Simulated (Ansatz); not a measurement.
# Geometry relaxation, with input and output: C$_{2}$H$_{5}$AlN$_{2}$ (charge +1)

System: C$_{2}$H$_{5}$AlN$_{2}$, charge +1, multiplicity 2.
Method: HF/3-21G, UHF (Ansatz 0.2.0).

The starting geometry was optimised with HF/3-21G. Figures and captions count atoms from 1; the log counts them from 0 in places.

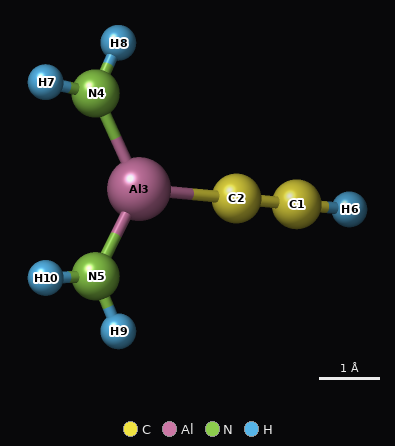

The starting structure (ball-and-stick view, seen at a tilt; atoms are numbered from 1 in the order of the input). Sticks mark near contacts. Bond lengths as drawn: Al–C 1.94 Å, Al–N 1.77 Å, C–C 1.20 Å, C–H 1.05 Å and H–N 1.00 Å.

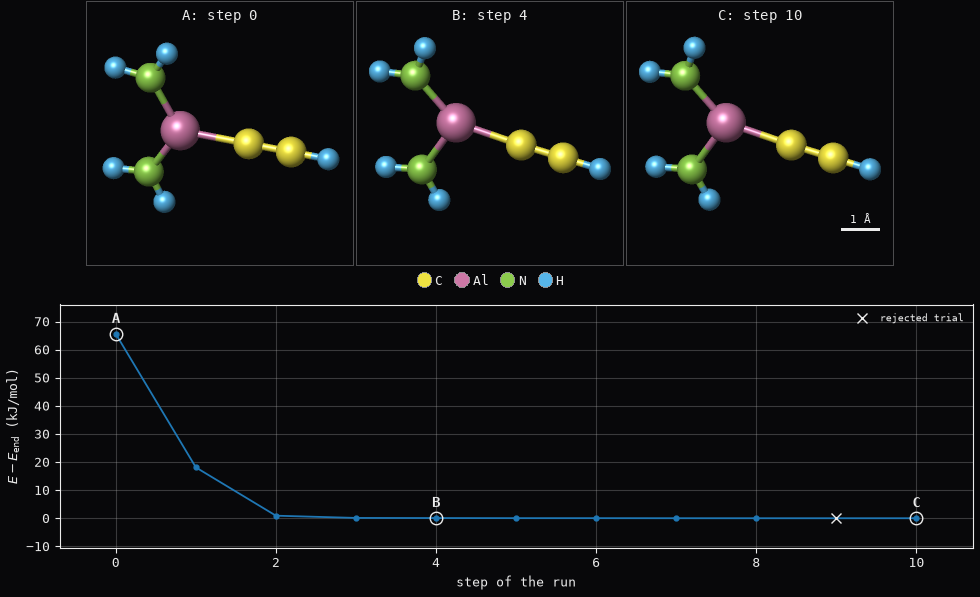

Frames of the relaxation (ball-and-stick view, seen at a tilt) above the curves, on which the letters mark them (the first geometry is step 0 here and step 1 in the log).

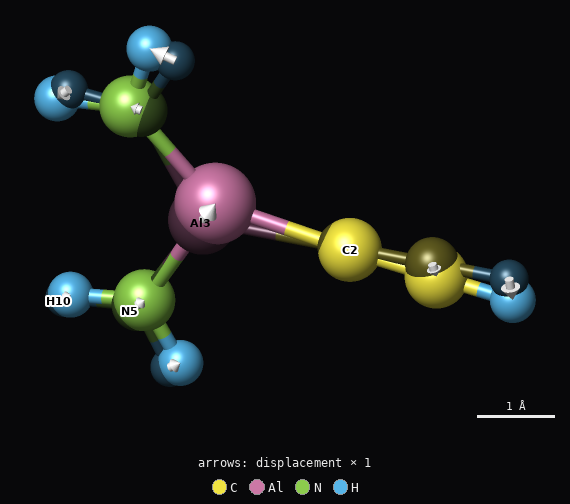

Start (faint) and end (solid) with the displacements as white arrows, at true length (ball-and-stick view, seen at a tilt). The two geometries are laid on each other by the best rigid fit. The energy falls by 65.6 kJ/mol in 10 geometry steps. Largest force component: 5.6 eV/Å at the start, 0.0013 eV/Å at the end. The line search rejected the trial step at point 9 (counted from 0) and went back. The largest move after the best rigid fit is that of H8, 0.37 Å. By element the largest moves are H 0.37 Å, Al 0.34 Å, C 0.19 Å, N 0.15 Å. Distances before and after: Al3–N5 1.774 → 1.990 Å, C2–Al3 1.942 → 1.878 Å, Al3–N4 1.774 → 1.744 Å, N5–H10 1.003 → 1.019 Å. Among the angles that change: C2–Al3–N4 119.3° → 142.5°, N4–Al3–N5 121.4° → 109.0°, C2–Al3–N5 119.3° → 108.5°. (Atoms are counted from 1 in the order of the input.)

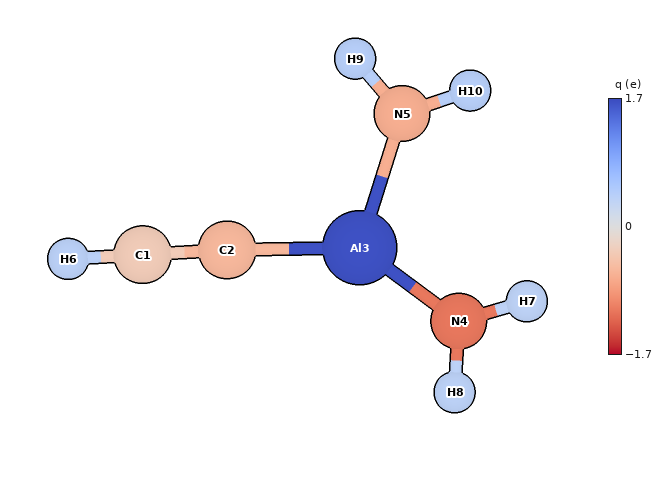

Mulliken charges, as the colour of each atom (ball-and-stick view, seen on its broad side; atoms are numbered from 1 in the order of the input; Mulliken charges depend strongly on the basis). By element: C −0.56 to −0.33, Al +1.65, N −1.11 to −0.65 and H +0.37 to +0.43 e.

The input and output of the run follow.

### The input
```yaml
basis:
  gaussian:
    orbitals: 3-21G.json
crystal:
  periodic: [false, false, false]
  atoms:
    - {symbol: C, position_ang: [-2.394036, 1.234394, 0.882784]}
    - {symbol: C, position_ang: [-1.380140, 0.711268, 0.510304]}
    - {symbol: Al, position_ang: [0.260876, -0.135426, -0.092481]}
    - {symbol: "N", position_ang: [0.254667, -1.868308, -0.470479]}
    - {symbol: N, position_ang: [1.732637, 0.841302, -0.252873]}
    - {symbol: H, position_ang: [-3.283031, 1.693077, 1.209380]}
    - {symbol: H, position_ang: [1.044531, -2.398201, -0.787453]}
    - {symbol: H, position_ang: [-0.555839, -2.453795, -0.392514]}
    - {symbol: H, position_ang: [1.776580, 1.822292, -0.049100]}
    - {symbol: H, position_ang: [2.626655, 0.502397, -0.554569]}
total_charge: 1
magnetization:
  spin_polarized: true
  initial_magnetization: 1
hamiltonian:
  xc: hf
relax: {}
```

Launch command:
```bash
ansatz run run.yaml --threads 1 --pin off --max-ram 3480MiB --events-out events.jsonl --progress --plain --runs-dir runs
```

### The program's output
```
The last accepted step is kept in runs//last_step.txt (removed where the run ends without a failure and the disk answers)
Functional definition: HF
  name "HF"
  exchange = exact_x
  correlation = 0
822 factors; integrals over basis functions are off by at most 6.9e-4 eV
mean field evaluation 1: about -11610.6747 eV, gradient 3.0e1 eV
mean field evaluation 2: about -11610.9013 eV, gradient 3.0e1 eV
mean field evaluation 4: about -11615.1327 eV, gradient 2.9e0 eV
mean field evaluation 8: about -11615.2962 eV, gradient 3.4e-1 eV
mean field evaluation 16: about -11615.4132 eV, gradient 2.5e0 eV
mean field evaluation 32: about -11611.1182 eV, gradient 1.8e1 eV
mean field evaluation 64: about -11615.5045 eV, gradient 3.9e-1 eV
mean field evaluation 96: about -11615.5308 eV, gradient 3.3e-1 eV
mean field evaluation 128: about -11614.1150 eV, gradient 2.2e-1 eV
mean field evaluation 160: about -11615.3035 eV, gradient 4.4e-3 eV
mean field -11615.53573797 eV, -426.8630650776 hartree, gradient 4.4e-6 eV, S^2 0.761708; 2 other end points of the search recorded, 0 dependent functions left out
the calculation of the forces begins
reference -11615.53573797 eV, -426.8630650776 hartree; 22, 21 occupied and 37, 38 virtual orbitals, 822 factors
relax step   1: F+E_penalty+E_count = -11615.53573797 eV  Δ(F+E_penalty+E_count) = +0.000e0 eV  max|allowed force component| = 5.593e0 eV/Å  Δτ_max = 0.0000 Å  (300 SCF iters, accepted)
these checks for a lower state are left out or cut short: starts, cluster_reference, orbital_swaps, neighbouring_geometries, increment
822 factors; integrals over basis functions are off by at most 6.7e-4 eV
mean field evaluation 192: about -11616.0279 eV, gradient 1.8e-5 eV
mean field -11616.02785081 eV, -426.8811498908 hartree, gradient 1.8e-5 eV, S^2 0.759439; 0 other end points of the search recorded, 0 dependent functions left out
[... from here on the field's lines of each further geometry are left out, up to the last ...]
relax step   2: F+E_penalty+E_count = -11616.02785081 eV  Δ(F+E_penalty+E_count) = -4.921e-1 eV  max|allowed force component| = 2.538e0 eV/Å  Δτ_max = 0.1771 Å  (67 SCF iters, accepted)
relax step   3: F+E_penalty+E_count = -11616.20587366 eV  Δ(F+E_penalty+E_count) = -1.780e-1 eV  max|allowed force component| = 3.578e-1 eV/Å  Δτ_max = 0.1349 Å  (64 SCF iters, accepted)
relax step   4: F+E_penalty+E_count = -11616.21412187 eV  Δ(F+E_penalty+E_count) = -8.248e-3 eV  max|allowed force component| = 1.036e-1 eV/Å  Δτ_max = 0.0440 Å  (66 SCF iters, accepted)
relax step   5: F+E_penalty+E_count = -11616.21455670 eV  Δ(F+E_penalty+E_count) = -4.348e-4 eV  max|allowed force component| = 6.862e-2 eV/Å  Δτ_max = 0.0190 Å  (60 SCF iters, accepted)
relax step   6: F+E_penalty+E_count = -11616.21491780 eV  Δ(F+E_penalty+E_count) = -3.611e-4 eV  max|allowed force component| = 6.569e-2 eV/Å  Δτ_max = 0.0203 Å  (63 SCF iters, accepted)
relax step   7: F+E_penalty+E_count = -11616.21495428 eV  Δ(F+E_penalty+E_count) = -3.648e-5 eV  max|allowed force component| = 4.754e-2 eV/Å  Δτ_max = 0.0109 Å  (61 SCF iters, accepted)
relax step   8: F+E_penalty+E_count = -11616.21515831 eV  Δ(F+E_penalty+E_count) = -2.040e-4 eV  max|allowed force component| = 2.391e-2 eV/Å  Δτ_max = 0.0096 Å  (69 SCF iters, accepted)
relax step   9: F+E_penalty+E_count = -11616.21524284 eV  Δ(F+E_penalty+E_count) = -8.453e-5 eV  max|allowed force component| = 1.247e-2 eV/Å  Δτ_max = 0.0033 Å  (64 SCF iters, accepted)
relax step  10: F+E_penalty+E_count = -11616.21524187 eV  Δ(F+E_penalty+E_count) = +9.669e-7 eV  max|allowed force component| = 1.728e-2 eV/Å  Δτ_max = 0.0038 Å  (63 SCF iters, rejected (line search))
the calculation of the forces begins
reference -11616.21525250 eV, -426.8880367758 hartree; 22, 21 occupied and 37, 38 virtual orbitals, 822 factors
relax step  11: F+E_penalty+E_count = -11616.21525250 eV  Δ(F+E_penalty+E_count) = -9.657e-6 eV  max|allowed force component| = 1.291e-3 eV/Å  Δτ_max = 0.0018 Å  (58 SCF iters, accepted)
822 factors; integrals over basis functions are off by at most 6.4e-4 eV
mean field evaluation 288: about -11616.1998 eV, gradient 4.6e-1 eV
mean field evaluation 320: about -11616.2143 eV, gradient 6.7e-2 eV
mean field evaluation 352: about -11613.5569 eV, gradient 4.4e0 eV
mean field -11616.21525250 eV, -426.8880367758 hartree, gradient 1.2e-5 eV, S^2 0.758930; 1 other end points of the search recorded, 0 dependent functions left out
the calculation of the forces begins
reference -11616.21525250 eV, -426.8880367758 hartree; 22, 21 occupied and 37, 38 virtual orbitals, 822 factors
Total energy: -11616.21525250 eV, -426.8880367758 hartree
Atom 0 at    -2.358324     1.420605     0.914719 Å, force     0.000291     0.000140     0.000080 eV/Å
Atom 1 at    -1.430150     0.764005     0.534823 Å, force    -0.000230    -0.000856    -0.000628 eV/Å
Atom 2 at    -0.020587    -0.323281    -0.062090 Å, force     0.000908    -0.000705    -0.000078 eV/Å
Atom 3 at     0.365007    -1.961188    -0.518973 Å, force    -0.001291    -0.000340     0.000263 eV/Å
Atom 4 at     1.614257     0.798382    -0.232247 Å, force    -0.000219     0.000009    -0.000070 eV/Å
Atom 5 at    -3.176153     1.997763     1.249167 Å, force     0.000112     0.000242     0.000061 eV/Å
Atom 6 at     1.255717    -2.313589    -0.821543 Å, force    -0.000814     0.000908     0.000082 eV/Å
Atom 7 at    -0.309768    -2.707660    -0.511916 Å, force     0.001220     0.000706     0.000107 eV/Å
Atom 8 at     1.609660     1.794539    -0.013927 Å, force     0.000055    -0.000550     0.000025 eV/Å
Atom 9 at     2.533242     0.479425    -0.535013 Å, force    -0.000032     0.000446     0.000158 eV/Å
Dipole moment:     1.012471     0.333203    -0.184700 e Å
```

### Trajectory as extended XYZ (Å, eV, eV/Å), 11 frames, from step=1 to step=11
```
10
Properties=species:S:1:pos:R:3:forces:R:3 step=1 energy=-11615.53574
C    -2.3940    1.2344    0.8828    0.1817  -0.1458  -0.0782
C    -1.3801    0.7113    0.5103    1.1146   0.2439  -0.2299
Al    0.2609   -0.1354   -0.0925   -5.5935  -3.1555   0.7313
N     0.2547   -1.8683   -0.4705    1.0825   1.0148  -0.0529
N     1.7326    0.8413   -0.2529    2.7165   1.5980  -0.3409
H    -3.2830    1.6931    1.2094   -0.1104   0.0087   0.0300
H     1.0445   -2.3982   -0.7875   -0.0152  -0.2599  -0.0531
H    -0.5558   -2.4538   -0.3925   -0.1835   0.0774   0.0636
H     1.7766    1.8223   -0.0491   -0.0118   0.9064   0.2016
H     2.6267    0.5024   -0.5546    0.8189  -0.2881  -0.2715
10
Properties=species:S:1:pos:R:3:forces:R:3 step=2 energy=-11616.02785
C    -2.3751    1.3366    0.9004    0.1532  -0.1346  -0.0685
C    -1.3970    0.7506    0.5232    0.4063   0.1111  -0.0790
Al    0.1302   -0.2232   -0.0785   -2.5379  -1.7850   0.2546
N     0.3244   -1.9294   -0.5015    0.3641   0.7062   0.0616
N     1.6605    0.8240   -0.2383    1.6645   0.9879  -0.2070
H    -3.2372    1.8485    1.2318    0.0259  -0.0239  -0.0118
H     1.1606   -2.3953   -0.8163   -0.1832   0.0032   0.0474
H    -0.4444   -2.5795   -0.4485    0.0826   0.0596  -0.0078
H     1.6856    1.8196   -0.0266   -0.0818   0.1432   0.0522
H     2.5752    0.4970   -0.5426    0.1064  -0.0677  -0.0419
10
Properties=species:S:1:pos:R:3:forces:R:3 step=3 energy=-11616.20587
C    -2.3574    1.3916    0.9079   -0.0267   0.0019   0.0072
C    -1.4133    0.7570    0.5288   -0.0140   0.0796   0.0211
Al    0.0197   -0.2996   -0.0672   -0.3393  -0.1734   0.0473
N     0.3569   -1.9490   -0.5145   -0.0524  -0.1263  -0.0110
N     1.6282    0.8104   -0.2331    0.3578   0.2129  -0.0439
H    -3.1915    1.9478    1.2419    0.0475  -0.0250  -0.0176
H     1.2248   -2.3517   -0.8230   -0.0636   0.0254   0.0206
H    -0.3620   -2.6575   -0.4863    0.1522   0.0403  -0.0312
H     1.6290    1.8075   -0.0147   -0.0311  -0.0275   0.0017
H     2.5485    0.4925   -0.5368   -0.0305  -0.0080   0.0058
10
Properties=species:S:1:pos:R:3:forces:R:3 step=4 energy=-11616.21412
C    -2.3608    1.4097    0.9127    0.0004  -0.0054  -0.0014
C    -1.4255    0.7628    0.5333    0.0223  -0.0030  -0.0067
Al   -0.0072   -0.3156   -0.0634    0.0015  -0.0329  -0.0025
N     0.3637   -1.9592   -0.5165   -0.1036   0.0019   0.0113
N     1.6256    0.8070   -0.2328    0.0087   0.0092  -0.0042
H    -3.1858    1.9770    1.2467    0.0069   0.0009  -0.0015
H     1.2406   -2.3387   -0.8249    0.0256   0.0346   0.0065
H    -0.3328   -2.6869   -0.5014    0.0448   0.0024  -0.0048
H     1.6201    1.8033   -0.0142   -0.0004  -0.0048   0.0006
H     2.5449    0.4895   -0.5366   -0.0062  -0.0029   0.0026
10
Properties=species:S:1:pos:R:3:forces:R:3 step=5 energy=-11616.21456
C    -2.3589    1.4162    0.9138    0.0035  -0.0030  -0.0014
C    -1.4279    0.7642    0.5330   -0.0073  -0.0019   0.0035
Al   -0.0171   -0.3207   -0.0652    0.0386   0.0288  -0.0296
N     0.3637   -1.9586   -0.5250   -0.0412  -0.0483   0.0686
N     1.6181    0.8034   -0.2354   -0.0117  -0.0195   0.0302
H    -3.1797    1.9886    1.2491    0.0008   0.0034   0.0002
H     1.2502   -2.3264   -0.8210    0.0030   0.0311  -0.0183
H    -0.3183   -2.6991   -0.5015    0.0190   0.0054  -0.0302
H     1.6148    1.7980   -0.0098   -0.0008  -0.0017  -0.0124
H     2.5379    0.4836   -0.5349   -0.0038   0.0056  -0.0105
10
Properties=species:S:1:pos:R:3:forces:R:3 step=6 energy=-11616.21492
C    -2.3574    1.4226    0.9146    0.0058  -0.0002  -0.0013
C    -1.4298    0.7646    0.5359   -0.0319   0.0019   0.0067
Al   -0.0243   -0.3267   -0.0589    0.0644   0.0550   0.0117
N     0.3670   -1.9613   -0.5181   -0.0068  -0.0657  -0.0274
N     1.6133    0.7968   -0.2272   -0.0387  -0.0117  -0.0379
H    -3.1747    2.0010    1.2479   -0.0031   0.0035   0.0018
H     1.2583   -2.3113   -0.8232   -0.0184   0.0131   0.0135
H    -0.3067   -2.7093   -0.5147    0.0171   0.0105   0.0027
H     1.6074    1.7944   -0.0156    0.0058  -0.0096   0.0138
H     2.5298    0.4781   -0.5377    0.0059   0.0032   0.0163
10
Properties=species:S:1:pos:R:3:forces:R:3 step=7 energy=-11616.21495
C    -2.3623    1.4212    0.9168   -0.0040   0.0030   0.0014
C    -1.4354    0.7626    0.5375   -0.0026   0.0114  -0.0012
Al   -0.0255   -0.3224   -0.0592    0.0475   0.0073   0.0063
N     0.3671   -1.9575   -0.5182   -0.0098  -0.0350  -0.0147
N     1.6153    0.7943   -0.2295   -0.0369   0.0063  -0.0307
H    -3.1787    2.0005    1.2506   -0.0043   0.0005   0.0022
H     1.2610   -2.3071   -0.8148   -0.0005   0.0069   0.0033
H    -0.3055   -2.7061   -0.5209    0.0020   0.0079   0.0054
H     1.6161    1.7924   -0.0219   -0.0076   0.0102   0.0204
H     2.5307    0.4712   -0.5374    0.0161  -0.0185   0.0076
10
Properties=species:S:1:pos:R:3:forces:R:3 step=8 energy=-11616.21516
C    -2.3593    1.4203    0.9151    0.0003   0.0002  -0.0002
C    -1.4313    0.7639    0.5345   -0.0068   0.0042   0.0026
Al   -0.0220   -0.3225   -0.0630    0.0157   0.0091  -0.0027
N     0.3661   -1.9604   -0.5167   -0.0102  -0.0173  -0.0239
N     1.6137    0.7987   -0.2351    0.0023  -0.0068   0.0237
H    -3.1769    1.9973    1.2502   -0.0010   0.0008   0.0004
H     1.2564   -2.3124   -0.8212   -0.0025   0.0040   0.0082
H    -0.3094   -2.7066   -0.5132    0.0089   0.0045   0.0090
H     1.6124    1.7944   -0.0144   -0.0047  -0.0025  -0.0090
H     2.5331    0.4764   -0.5333   -0.0021   0.0036  -0.0080
10
Properties=species:S:1:pos:R:3:forces:R:3 step=9 energy=-11616.21524
C    -2.3584    1.4199    0.9147    0.0011  -0.0005  -0.0002
C    -1.4298    0.7639    0.5349   -0.0064   0.0027   0.0018
Al   -0.0202   -0.3229   -0.0619    0.0061   0.0041  -0.0019
N     0.3649   -1.9606   -0.5192   -0.0038  -0.0125   0.0025
N     1.6147    0.7988   -0.2323    0.0022  -0.0009  -0.0006
H    -3.1768    1.9964    1.2490    0.0004   0.0005   0.0000
H     1.2553   -2.3146   -0.8208   -0.0025   0.0044  -0.0003
H    -0.3109   -2.7063   -0.5118    0.0049   0.0028  -0.0018
H     1.6106    1.7951   -0.0142    0.0009  -0.0051  -0.0012
H     2.5334    0.4790   -0.5353   -0.0030   0.0044   0.0017
10
Properties=species:S:1:pos:R:3:forces:R:3 step=10 energy=-11616.21524 accepted=F
C    -2.3581    1.4216    0.9148   -0.0001   0.0005   0.0002
C    -1.4303    0.7646    0.5349    0.0081  -0.0103  -0.0049
Al   -0.0209   -0.3238   -0.0623   -0.0055  -0.0096  -0.0001
N     0.3655   -1.9620   -0.5193   -0.0043   0.0173   0.0049
N     1.6135    0.7982   -0.2321    0.0001   0.0008   0.0004
H    -3.1757    1.9991    1.2493    0.0003   0.0004   0.0001
H     1.2563   -2.3135   -0.8225    0.0000   0.0008   0.0000
H    -0.3085   -2.7091   -0.5117   -0.0012  -0.0002   0.0003
H     1.6086    1.7942   -0.0134   -0.0005   0.0014   0.0004
H     2.5326    0.4797   -0.5347    0.0031  -0.0011  -0.0012
10
Properties=species:S:1:pos:R:3:forces:R:3 step=11 energy=-11616.21525
C    -2.3583    1.4206    0.9147    0.0003   0.0001   0.0001
C    -1.4302    0.7640    0.5348   -0.0002  -0.0009  -0.0006
Al   -0.0206   -0.3233   -0.0621    0.0009  -0.0007  -0.0001
N     0.3650   -1.9612   -0.5190   -0.0013  -0.0003   0.0003
N     1.6143    0.7984   -0.2322   -0.0002   0.0000  -0.0001
H    -3.1762    1.9978    1.2492    0.0001   0.0002   0.0001
H     1.2557   -2.3136   -0.8215   -0.0008   0.0009   0.0001
H    -0.3098   -2.7077   -0.5119    0.0012   0.0007   0.0001
H     1.6097    1.7945   -0.0139    0.0001  -0.0006   0.0000
H     2.5332    0.4794   -0.5350    0.0000   0.0004   0.0002
```

### Summary

- outcome: converged
- total energy: −426.888037 hartree
- basis functions: 59
- largest force: 0.001 eV/Å
- ⟨S²⟩: 0.759
- SCF solution under orbital rotations: stable
- hardware: 1 thread of Arm Neoverse V2, 24 GiB of memory available, shared host
- wall time: 18 s
- peak memory: 0.16 GiB
